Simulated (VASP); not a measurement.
Band structure of BaS (space group Fm-3m). Level of theory: LDA (Ceperley-Alder, Perdew-Zunger), VASP's LDA PAW potentials (set 64) (plane waves; VASP).

Unless said otherwise, spin-orbit coupling is left out, though it shifts the bands of the heavy elements here.

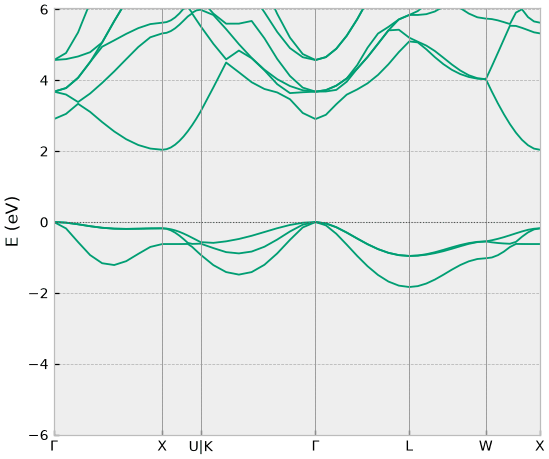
Bands along high-symmetry lines, zero at the valence-band maximum or, without a gap, the Fermi level

Task: Read the plot: is there a gap, and where are the band edges?

Result: The gap is indirect, 2.04 eV, from the valence maximum at Γ to the conduction minimum at X.

The structure comes from a computed database's BaS entry; how it stands against other phases isn't given here. The cell was not relaxed at this level. The run is one of a series of settings (NBANDS = 14 against the base run), some of them coarse on purpose.
